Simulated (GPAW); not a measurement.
Consider TiTe2 (P-3m1).

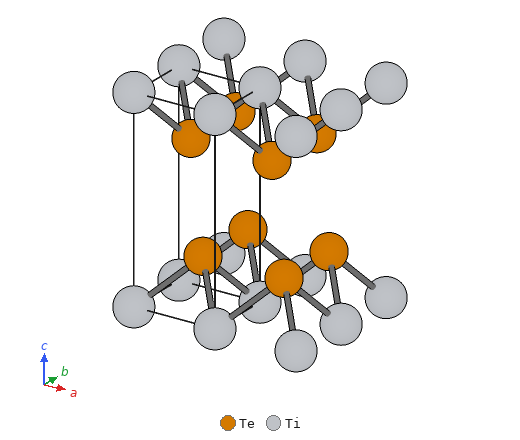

The structure (tellurium orange, titanium light grey). Bonds to atoms that aren't drawn are left out. 2×2×1 cells are drawn. Some periodic images of atoms are drawn too.

```xyz
3
Lattice="3.7770 0.0000 0.0000 -1.8885 3.2710 0.0000 0.0000 0.0000 6.4980" Properties=species:S:1:pos:R:3 pbc="T T T"
Te    0.0000    2.1807    4.7903
Te    1.8885    1.0903    1.7077
Ti    0.0000    0.0000    0.0000
```

Absorber: atom 1, with 3 Ti at 2.77 Å (pyramidal, site symmetry 3m). Method: GPAW, PBE, excited-electron core hole (neutral cell), 9-atom cell with 6.5 Å between holes, 4×4×4 k points, dipole transitions, Gaussian full width 9.89 eV.

Where do the maxima of the Te K edge fall?

Main maxima up to 27 eV above the zero (height): 11.2 eV (1.16). A K edge sees empty p states on the absorber. 

The Te K spectrum (energy from the lowest empty level; intensity scaled to a mean of 1 over the first 20 eV; polarised curves are means over the symmetry-equivalent atoms):

| E (eV) | isotropic | ε ⊥ c | ε ∥ c |
| --- | --- | --- | --- |
| -2.0 | 0.35 | 0.38 | 0.31 |
| -0.5 | 0.49 | 0.51 | 0.45 |
| 1.0 | 0.63 | 0.65 | 0.60 |
| 2.5 | 0.76 | 0.77 | 0.75 |
| 4.0 | 0.88 | 0.87 | 0.88 |
| 5.5 | 0.97 | 0.97 | 0.99 |
| 7.0 | 1.06 | 1.05 | 1.07 |
| 8.5 | 1.12 | 1.11 | 1.13 |
| 10.0 | 1.16 | 1.16 | 1.15 |
| 11.5 | 1.16 | 1.17 | 1.15 |
| 13.0 | 1.14 | 1.15 | 1.12 |
| 14.5 | 1.10 | 1.11 | 1.08 |
| 16.0 | 1.05 | 1.06 | 1.04 |
| 17.5 | 1.02 | 1.02 | 1.01 |
| 19.0 | 1.00 | 0.99 | 1.01 |
| 20.5 | 1.01 | 0.99 | 1.03 |
| 22.0 | 1.03 | 1.01 | 1.07 |
| 23.5 | 1.07 | 1.05 | 1.12 |
| 25.0 | 1.12 | 1.10 | 1.15 |
| 26.5 | 1.16 | 1.15 | 1.17 |
| 28.0 | 1.18 | 1.18 | 1.17 |
| 29.5 | 1.18 | 1.19 | 1.15 |
| 31.0 | 1.16 | 1.17 | 1.12 |

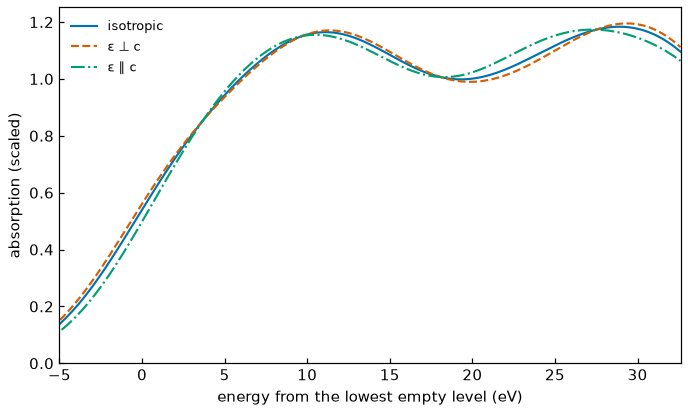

The Te K edge.

The script folds with a Gaussian, whereas the core hole's own line is a Lorentzian, so the onset is too steep and the first peak too high. The unit cell's mesh shows no gap over 0.35 eV. That is right for a metallic compound; for a small-gap or correlated insulator it would be the fault of the functional or of the assumed magnetic order, and the hole would be screened too well. The structure is a published determination, not relaxed.

[Banner, clock and machine lines of the logs are left out without a mark of their own.]

[Logs are printed without paths, hosts, clocks, repeated set-up lines and the standing remarks that a program may print on its own settings, such as how far it seeks lower states.]

[Hosts, paths, dates, database ids (printed as entryN), source tags and the programs' standing remarks are cut or masked in the printed files.]

[Lists of maxima count a maximum above −3 eV only where it reaches 4 % of the highest in the window and stands out from its surroundings by 2 % of it (1.5 % where it reaches 55 %); shoulders and weaker maxima are passed over, and of the rest the first, up to two pre-edge ones and the few strongest are named.]
